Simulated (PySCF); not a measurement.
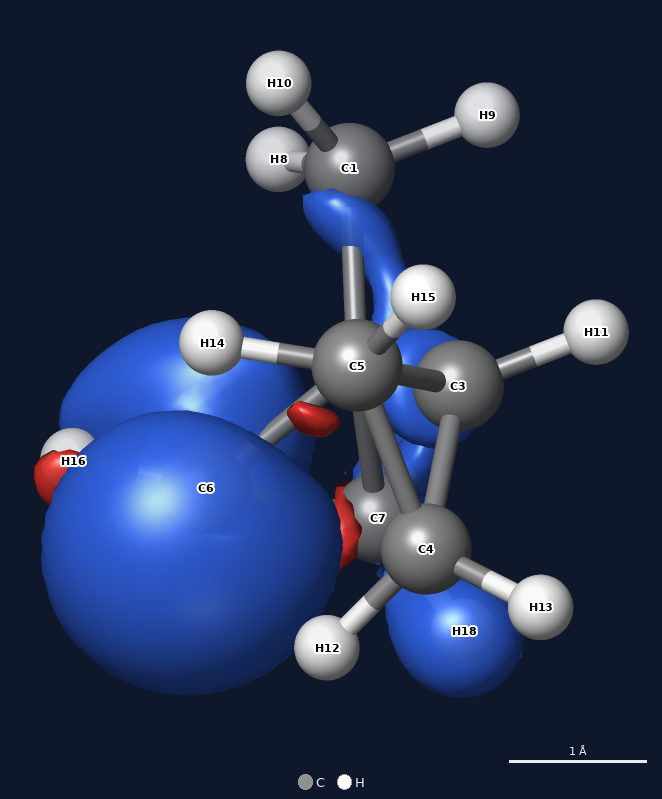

The picture shows: C₇H₁₁ (doublet). Isosurfaces of the spin density (α minus β) at +0.02 (blue) and −0.02 e/Å³ (red), seen at an oblique angle.

Geometry: GFN2-xTB.

All numbers below come from UKS B3LYP, pcH-1 on C H, non-relativistic, mean-field spin-orbit, GIAO (PySCF).

```tsv
atom	x (Å)	y (Å)	z (Å)
C	-1.6256	0.8849	-0.6073
C	-0.6211	-0.0578	0.0307
C	0.7121	-0.0516	-0.6630
C	1.9440	-0.5073	0.0575
C	1.7544	0.9464	-0.2486
C	-0.6884	-0.3049	1.4724
C	-1.1027	-1.3967	0.5917
H	-2.5824	0.8313	-0.0931
H	-1.7773	0.6168	-1.6525
H	-1.2640	1.9109	-0.5667
H	0.6480	-0.2808	-1.7215
H	1.8354	-0.8185	1.0857
H	2.6887	-1.0607	-0.4940
H	1.5186	1.6018	0.5755
H	2.3672	1.4036	-1.0108
H	-1.2297	0.2007	2.2444
H	-2.1509	-1.6750	0.5377
H	-0.4352	-2.2367	0.4503
```

Describe the spin distribution.

The unpaired spin (1 electron) lies mostly on C6 (about 0.7), in electrons by Hirshfeld's partition.
